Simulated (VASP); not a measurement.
# A VASP study of LaHf (r2SCAN + D3(BJ)): structure first, properties next, part 2 of 3

Aim: relax LaHf, then compute properties on the relaxed cell. The cell is invented: it takes the structure of a Materials Project entry for HfSc (space group 187 there), with some of its atoms replaced by other elements, volume scaled by an estimate. It may not be a known or stable phase. The atoms of the start are displaced at random from the sites of a P-6m2 cell.

VASP 6.6.1; r2SCAN with D3(BJ); plane waves and PAW (Hf_pv, La); invented cell.

Still holding for the runs below: This run has no spin polarisation. Its electron count is odd, so without a moment it is a metal by construction. The k-mesh is coarse for a metal.

So far. Step 2 (Rough relaxation of the start cell): It ends with a largest force of 0.013 eV/Å and a pressure of -0.04 GPa.

### 3. Relaxing cell and atoms (r2SCAN + D3(BJ))

Properties are meant for the cell that this level of theory prefers, so cell and atoms are relaxed first (ISIF = 3) until forces and stress are small; EDIFFG sets the threshold.

INCAR

```
SYSTEM = LaHf
PREC = Accurate
ENCUT = 400
EDIFF = 1E-06
NELM = 100
ISMEAR = 1
SIGMA = 0.2
LREAL = .FALSE.
ALGO = Normal
METAGGA = R2SCAN
IVDW = 12
VDW_S6 = 1
VDW_S8 = 0.78981345
VDW_A1 = 0.49484001
VDW_A2 = 5.73083694
LASPH = .TRUE.
NBANDS = 16
LORBIT = 11
LWAVE = .FALSE.
LCHARG = .FALSE.
IBRION = 2
NSW = 60
ISIF = 3
EDIFFG = -0.01
```

POSCAR

```
LaHf
1.0
    3.3534231800      0.0000000000      0.0000000000
    0.0000000000      5.5361968900      0.0000000000
   -1.6709098500      0.0000000000      2.9143810800
Hf La
1 1
Direct
    0.3342982130      0.5000000000      0.6693286320
    0.6675557870      0.0000000000      0.3311563680
```

KPOINTS

```
Automatic mesh
0
Gamma
9 5 9
0 0 0
```

Potentials, in the order of the species: Hf_pv and La (PBE family, release 64).

The cell reached was symmetrised within 0.01 Å before this step, which raises the operations from 1 to 2, which the run then keeps.

Run with:

```console
mpirun -np 1 vasp_std
```

What it wrote:

```text
[banner, memory and clock lines left out]
running    1 mpi-ranks, on    1 nodes
 distrk:  each k-point on    1 cores,    1 groups
 distr:  one band on    1 cores,    1 groups

 POSCAR found type information on POSCAR HfLa
 POSCAR found :  2 types and       2 ions
 [... a notice as in an earlier step ...]

 LDA part: xc-table for (None), standard interpolation
 POSCAR, INCAR and KPOINTS ok, starting setup
 FFT: planning ... GRIDC
 FFT: planning ... GRID_SOFT
 FFT: planning ... GRID
 WAVECAR not read
 entering main loop
       N       E                     dE             d eps       ncg     rms          rms(c)
DAV:   1     0.882846266898E+02    0.88285E+02   -0.82344E+03  4104   0.148E+03
DAV:   2    -0.641684050304E+02   -0.15245E+03   -0.15018E+03  4784   0.316E+02
DAV:   3    -0.809121241527E+02   -0.16744E+02   -0.16456E+02  6736   0.944E+01
DAV:   4    -0.822194011650E+02   -0.13073E+01   -0.12114E+01  6840   0.212E+01
DAV:   5    -0.822955431848E+02   -0.76142E-01   -0.75382E-01  6208   0.475E+00    0.292E+01
DAV:   6    -0.750186851723E+02    0.72769E+01   -0.43071E+01  6792   0.229E+01    0.338E+01
DAV:   7    -0.741903606744E+02    0.82832E+00   -0.47076E+00  6464   0.134E+01    0.235E+01
DAV:   8    -0.741949261300E+02   -0.45655E-02   -0.16617E+00  6768   0.865E+00    0.330E+00
DAV:   9    -0.741802846117E+02    0.14642E-01   -0.22158E-01  7008   0.426E+00    0.777E-01
DAV:  10    -0.741805717739E+02   -0.28716E-03   -0.25278E-02  6376   0.101E+00    0.117E+00
DAV:  11    -0.741800673575E+02    0.50442E-03   -0.49430E-03  7160   0.346E-01    0.839E-02
DAV:  12    -0.741801681227E+02   -0.10077E-03   -0.27282E-04  6352   0.150E-01    0.462E-02
DAV:  13    -0.741801774770E+02   -0.93543E-05   -0.24587E-05  7216   0.415E-02    0.118E-02
DAV:  14    -0.741801773129E+02    0.16416E-06   -0.33431E-06  5856   0.140E-02
   1 F= -.74620489E+02 E0= -.74618728E+02  d E =-.746205E+02
 curvature:   0.00 expect dE= 0.000E+00 dE for cont linesearch  0.000E+00
 trial: gam= 0.00000 g(F)=  0.408E-05 g(S)=  0.122E-01 ort = 0.000E+00 (trialstep = 0.100E+01)
 search vector abs. value=  0.122E-01
 bond charge predicted
       N       E                     dE             d eps       ncg     rms          rms(c)
DAV:   1    -0.742219830339E+02   -0.41806E-01   -0.22495E+00  5576   0.249E+01    0.949E-01
DAV:   2    -0.741920569437E+02    0.29926E-01   -0.15766E-01  6640   0.288E+00    0.741E-01
DAV:   3    -0.741887735175E+02    0.32834E-02   -0.28358E-02  6816   0.109E+00    0.535E-01
DAV:   4    -0.741875124552E+02    0.12611E-02   -0.73603E-03  6936   0.696E-01    0.310E-01
DAV:   5    -0.741877847118E+02   -0.27226E-03   -0.79250E-04  6568   0.304E-01    0.134E-01
DAV:   6    -0.741878084928E+02   -0.23781E-04   -0.13164E-04  6512   0.855E-02    0.108E-02
DAV:   7    -0.741878115780E+02   -0.30852E-05   -0.83699E-06  7056   0.273E-02    0.864E-03
DAV:   8    -0.741878119029E+02   -0.32489E-06   -0.54944E-07  4584   0.843E-03
   2 F= -.74629255E+02 E0= -.74627959E+02  d E =-.876591E-02
[...]
3 F= -.74631136E+02 E0= -.74630105E+02  d E =-.106477E-01
[...]
4 F= -.74631143E+02 E0= -.74630127E+02  d E =-.106547E-01
[...]
5 F= -.74631305E+02 E0= -.74630310E+02  d E =-.161218E-03
 trial-energy change:   -0.000161  1 .order   -0.000151   -0.000536    0.000234
 step:   0.8156(harm=  0.7969)  dis= 0.00038  next Energy=   -74.631338 (dE=-0.195E-03)
 bond charge predicted
       N       E                     dE             d eps       ncg     rms          rms(c)
DAV:   1    -0.741871706067E+02   -0.11940E-02   -0.11097E-02  5752   0.979E-01    0.180E-01
DAV:   2    -0.741869533395E+02    0.21727E-03   -0.10046E-03  6632   0.358E-01    0.582E-02
DAV:   3    -0.741868854724E+02    0.67867E-04   -0.15365E-04  6832   0.103E-01    0.215E-02
DAV:   4    -0.741868745124E+02    0.10960E-04   -0.56998E-05  7624   0.583E-02    0.146E-02
DAV:   5    -0.741868736849E+02    0.82758E-06   -0.74482E-06  5688   0.159E-02
   6 F= -.74631340E+02 E0= -.74630339E+02  d E =-.196665E-03
 curvature:  -0.41 expect dE=-0.596E-05 dE for cont linesearch -0.119E-05
 trial: gam= 0.00000 g(F)=  0.956E-05 g(S)=  0.492E-05 ort =-0.374E-04 (trialstep = 0.108E+01)
 search vector abs. value=  0.145E-04
 reached required accuracy - stopping structural energy minimisation
```

Elapsed: 26 min, on 1 MPI rank of AMD EPYC 7R43, shared host; peak memory 0.22 GiB.

Parts of OUTCAR (step 3):

```text
  LATTYP: Found a simple monoclinic cell.
 ALAT       =     3.3534231800
 B/A-ratio  =     1.6509091137
 C/A-ratio  =     1.0017817913
 COS(beta)  =    -0.4973836713

 Subroutine GETGRP returns: Found  2 space group operations
 (whereof  2 operations were pure point group operations)

The static configuration has the point symmetry C_1h.

 Found    123 irreducible k-points:

   k-points           NKPTS =    123   k-points in BZ     NKDIM =    123   number of bands    NBANDS=     16

   dimension x,y,z NGX =    24 NGY =   36 NGZ =   24
   dimension x,y,z NGXF=    48 NGYF=   72 NGZF=   48

   ENCUT  =  400.0 eV  29.40 Ry    5.42 a.u.   5.47  9.03  5.48*2*pi/ulx,y,z

   NELECT =      21.0000    total number of electrons

 Edisp (eV)   -0.44533

 E-fermi :   7.4908

 k-point     1 :       0.0000    0.0000    0.0000
  band No.  band energies     occupation
    ...
      5      -9.4335      2.00000
      6      -7.8496      2.00000
      7      -7.8444      2.00000
      8       1.7259      2.00000
      9       5.7764      2.00000
     10       8.5764     -0.00000
     11       9.1102     -0.00000
     12       9.1367     -0.00000
     13       9.4104     -0.00000
     14       9.6438     -0.00000
    ...

 k-point     2 :       0.1111    0.0000    0.0000
  band No.  band energies     occupation
    ...
      5      -9.3735      2.00000
      6      -8.2544      2.00000
      7      -7.9329      2.00000
      8       2.0861      2.00000
      9       6.2066      2.00000
     10       8.2073     -0.00000
     11       8.8092     -0.00000
     12       9.0357     -0.00000
     13       9.3512     -0.00000
     14       9.4166     -0.00000
    ...

 Edisp (eV)   -0.44447

  Total       0.00830     0.00671     0.00946     0.00000     0.00000     0.00057
  in kB       0.24818     0.20065     0.28271     0.00000     0.00000     0.01704
  external pressure =        0.24 kB  Pullay stress =        0.00 kB

  energy-cutoff  :      400.00
  volume of cell :       53.61
      direct lattice vectors                 reciprocal lattice vectors
     3.306880831  0.000000000 -0.002331991     0.302522477  0.000000000  0.174006127
     0.000000000  5.654176288  0.000000000     0.000000000  0.176860421  0.000000000
    -1.649745958  0.000000000  2.868204949     0.000245966  0.000000000  0.348791596

 POSITION                                       TOTAL-FORCE (eV/Angst)
 -----------------------------------------------------------------------------------
      0.00174      2.82709      1.91815         0.004851      0.000000     -0.008690
      1.66073      0.00000      0.94911        -0.004851      0.000000      0.008690
 -----------------------------------------------------------------------------------
    total drift:                               -0.000521      0.000000      0.000761

  FREE ENERGIE OF THE ION-ELECTRON SYSTEM (eV)
  ---------------------------------------------------
  free  energy   TOTEN  =       -74.6313399754 eV

  energy  without entropy=      -74.6283380185  energy(sigma->0) =      -74.63033932

 total charge
# of ion       s       p       d       f       tot
--------------------------------------------------
    1        0.404   6.300   1.450   0.000   8.153
    2        2.048   5.541   1.103   0.150   8.842
--------------------------------------------------
tot          2.451  11.840   2.553   0.150  16.995

[... 1 part as in an earlier step ...]

[... 7 further parts left out ...]
```

CONTCAR:

```
LaHf
   1.00000000000000
     3.3068808309612865    0.0000000000000000   -0.0023319905075493
     0.0000000000000000    5.6541762880715076    0.0000000000000000
    -1.6497459581507343    0.0000000000000000    2.8682049489719845
  Hf              La
     1     1
Direct
     0.3342955236632235    0.5000000000000000    0.6690345578219448
     0.6675584763367710    0.0000000000000000    0.3314504421780600
```

The run keeps the 2 symmetry operations of its start, so it cannot find a distortion of lower symmetry.

Relaxation path:

```
step  energy less that of the first step (eV)  largest force (eV/Å)  pressure (GPa)  volume (Å³)
   1                                   0.0000                0.0065           -0.10        54.11
   2                                  -0.0088                0.0090           -0.19        53.97
   3                                  -0.0106                0.0106           -0.23        53.87
   4                                  -0.0107                0.0108           -0.24        53.86
   5                                  -0.0108                0.0093            0.11        53.50
   6                                  -0.0109                0.0100            0.02        53.61
```

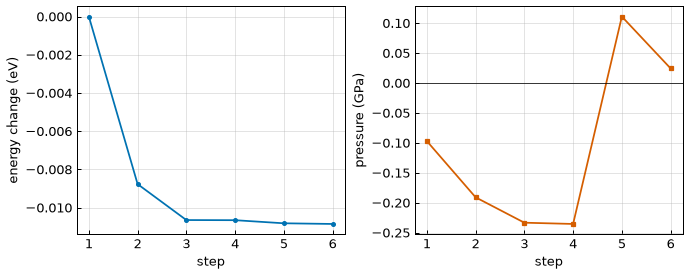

Energy and pressure along the relaxation.

```csv
cell as run,before,after,change
a (Å),3.353,3.307,-1.4 %
b (Å),5.536,5.654,+2.1 %
c (Å),3.359,3.309,-1.5 %
β (°),119.83,119.95,+0.1 %
volume (Å³/atom),27.05,26.80,-0.9 %
```

The relaxed structure:

```cif
data_structure
_symmetry_space_group_name_H-M 'P 1'
_symmetry_Int_Tables_number 1
_cell_length_a 3.3069
_cell_length_b 5.6542
_cell_length_c 3.3088
_cell_angle_alpha 90.000
_cell_angle_beta 119.947
_cell_angle_gamma 90.000
_cell_volume 53.61
loop_
_atom_site_label
_atom_site_type_symbol
_atom_site_fract_x
_atom_site_fract_y
_atom_site_fract_z
_atom_site_occupancy
Hf1 Hf 0.33430 0.50000 0.66903 1
La2 La 0.66756 0.00000 0.33145 1
```

This step gave:

```
irreducible k-points            : 123
symmetry operations             : 2
free energy (TOTEN)             : -74.6313 eV
energy at zero smearing         : -74.6303 eV
Fermi energy                    : 7.491 eV
pressure                        : 0.02438 GPa
SCF cycles over all ionic steps : 48
```

It ends with a largest force of 0.010 eV/Å and a pressure of 0.02 GPa.

### 4. Single point with fields (r2SCAN + D3(BJ))

A single point on the relaxed cell gives a clean self-consistent state, with density, ELF and potential written out.

Edit INCAR of step 3 so:

```diff
@@ -19,6 +19,5 @@
 LWAVE = .FALSE.
-LCHARG = .FALSE.
-IBRION = 2
-NSW = 60
-ISIF = 3
-EDIFFG = -0.01
+LCHARG = .TRUE.
+ISIF = 2
+LELF = .TRUE.
+LVHAR = .TRUE.
```

POSCAR

```
LaHf
1.0
    3.3068808310      0.0000000000     -0.0023319905
    0.0000000000      5.6541762881      0.0000000000
   -1.6497459582      0.0000000000      2.8682049490
Hf La
1 1
Direct
    0.3342955237      0.5000000000      0.6690345578
    0.6675584763      0.0000000000      0.3314504422
```

KPOINTS is that of step 3.

Run with:

```console
mpirun -np 1 vasp_std
```

What it wrote:

```text
[... set-up lines as in an earlier step ...]
 entering main loop
       N       E                     dE             d eps       ncg     rms          rms(c)
DAV:   1     0.885196902794E+02    0.88520E+02   -0.81763E+03  4096   0.147E+03
DAV:   2    -0.643871032971E+02   -0.15291E+03   -0.15068E+03  4856   0.318E+02
DAV:   3    -0.811426147525E+02   -0.16756E+02   -0.16424E+02  6800   0.948E+01
DAV:   4    -0.823985812409E+02   -0.12560E+01   -0.11712E+01  6864   0.205E+01
DAV:   5    -0.824710474002E+02   -0.72466E-01   -0.72164E-01  6024   0.469E+00    0.291E+01
DAV:   6    -0.752589637830E+02    0.72121E+01   -0.49130E+01  6872   0.245E+01    0.365E+01
DAV:   7    -0.742336208846E+02    0.10253E+01   -0.50476E+00  6480   0.140E+01    0.253E+01
DAV:   8    -0.741928768114E+02    0.40744E-01   -0.22098E+00  6768   0.945E+00    0.166E+00
DAV:   9    -0.741881923303E+02    0.46845E-02   -0.23735E-01  7024   0.441E+00    0.899E-01
DAV:  10    -0.741868469365E+02    0.13454E-02   -0.29654E-02  6552   0.114E+00    0.754E-01
DAV:  11    -0.741866792452E+02    0.16769E-03   -0.79753E-03  7384   0.429E-01    0.321E-01
DAV:  12    -0.741867408840E+02   -0.61639E-04   -0.87183E-04  6448   0.179E-01    0.291E-02
DAV:  13    -0.741867566738E+02   -0.15790E-04   -0.62247E-05  6840   0.632E-02    0.832E-03
DAV:  14    -0.741867567562E+02   -0.82435E-07   -0.48736E-06  6456   0.175E-02
   1 F= -.74631223E+02 E0= -.74630221E+02  d E =-.300680E-02
```

Run time: 7.4 min. Hardware: 1 MPI rank; peak memory 0.22 GiB.

From OUTCAR (step 4):

```text
  LATTYP: Found a simple monoclinic cell.
 ALAT       =     3.3068816533
 B/A-ratio  =     1.7098211793
 C/A-ratio  =     1.0005848560
 COS(beta)  =    -0.4992022327

The static configuration has the point symmetry C_1h.

 Found    123 irreducible k-points:

   dimension x,y,z NGX =    24 NGY =   40 NGZ =   24
   dimension x,y,z NGXF=    48 NGYF=   80 NGZF=   48

   ENCUT  =  400.0 eV  29.40 Ry    5.42 a.u.   5.39  9.22  5.40*2*pi/ulx,y,z

   NELECT =      21.0000    total number of electrons

 E-fermi :   7.4907

 k-point     1 :       0.0000    0.0000    0.0000
  band No.  band energies     occupation
    ...
      5      -9.4329      2.00000
      6      -7.8491      2.00000
      7      -7.8439      2.00000
      8       1.7256      2.00000
      9       5.7768      2.00000
     10       8.5764     -0.00000
     11       9.1100     -0.00000
     12       9.1365     -0.00000
     13       9.4102     -0.00000
     14       9.6440     -0.00000
    ...

 k-point     2 :       0.1111    0.0000    0.0000
  band No.  band energies     occupation
    ...
      5      -9.3729      2.00000
      6      -8.2539      2.00000
      7      -7.9323      2.00000
      8       2.0859      2.00000
      9       6.2069      2.00000
     10       8.2074     -0.00000
     11       8.8091     -0.00000
     12       9.0356     -0.00000
     13       9.3513     -0.00000
     14       9.4165     -0.00000
    ...

 Edisp (eV)   -0.44447

  Total       0.00080     0.00565     0.00198     0.00000     0.00000     0.00061
  in kB       0.02378     0.16883     0.05903     0.00000     0.00000     0.01828
  external pressure =        0.08 kB  Pullay stress =        0.00 kB

 POSITION                                       TOTAL-FORCE (eV/Angst)
 -----------------------------------------------------------------------------------
      0.00174      2.82709      1.91815         0.004763      0.000000     -0.008548
      1.66073      0.00000      0.94911        -0.004763      0.000000      0.008548
 -----------------------------------------------------------------------------------
    total drift:                               -0.000254     -0.000000      0.000271

  FREE ENERGIE OF THE ION-ELECTRON SYSTEM (eV)
  ---------------------------------------------------
  free  energy   TOTEN  =       -74.6312230468 eV

  energy  without entropy=      -74.6282162443  energy(sigma->0) =      -74.63022078

[... 4 parts as in an earlier step ...]

[... 7 further parts left out ...]
```

This step gave:

| Item | Value |
| --- | --- |
| SCF cycles | 14 |
| free energy (TOTEN) | -74.6312 eV |
| energy at zero smearing | -74.6302 eV |
| pressure | 0.008388 GPa |

Valence electrons inside each PAW sphere by angular momentum. Sphere charges, by row:

```csv
atom,s (e),p (e),d (e),f (e),tot (e)
Hf1,0.404,6.3,1.45,0,8.153
La2,2.048,5.541,1.103,0.15,8.842
```

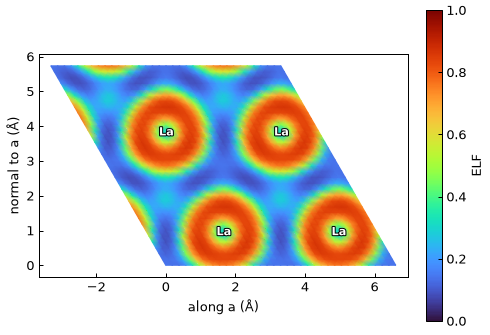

ELF in the ac plane at fractional y = 0.000, with atoms of La within 0.2 Å of it. It is the smooth field of the valence electrons, not physical close to the nuclei.

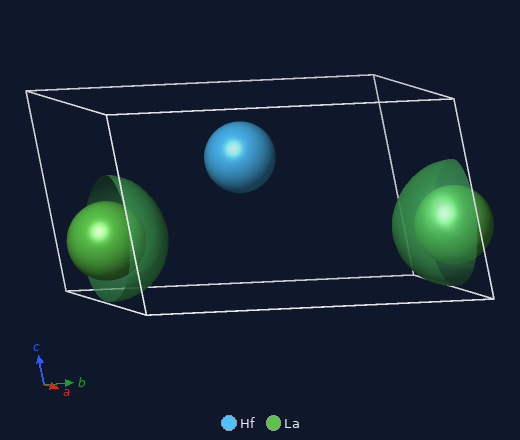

Surface of ELF = 0.78.

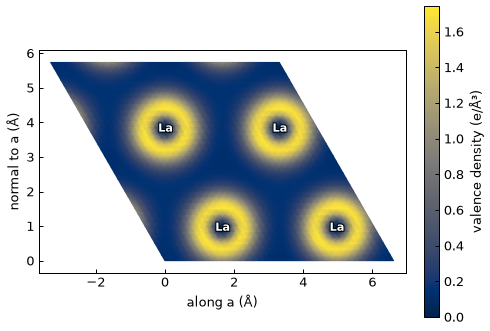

Valence density in the ac plane at fractional y = 0.000, with atoms of La within 0.2 Å of it. It is the smooth field of the valence electrons, not physical close to the nuclei.

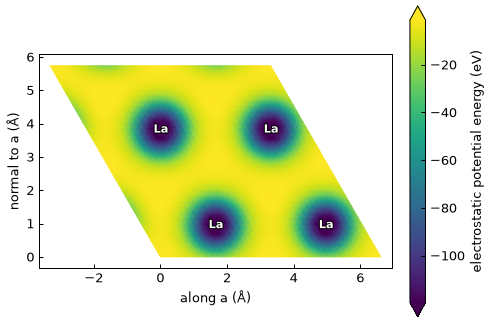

Electrostatic potential energy in the ac plane at fractional y = 0.000, with atoms of La within 0.2 Å of it. With pseudopotentials it is smooth inside the atoms' cores, unlike the true potential.

In this run the pressure is 0.01 GPa, small enough to go on.

(Continued in part 3 of 3.)

[Lines on the potential files, build, host, timing and source positions are cut from VASP's logs without a mark.]

[Logs are printed without paths, hosts, clocks, repeated set-up lines and the standing remarks that a program may print on its own settings, such as how far it seeks lower states.]

[Hosts, paths, dates, database ids (printed as entryN), source tags and the programs' standing remarks are cut or masked in the printed files.]

[A measured line is paired with the nearest computed mode of its activity, which favours agreement.]

[In band tables of VASP the shares of atoms and orbitals are scaled to a sum of 1 inside the atoms' spheres.]
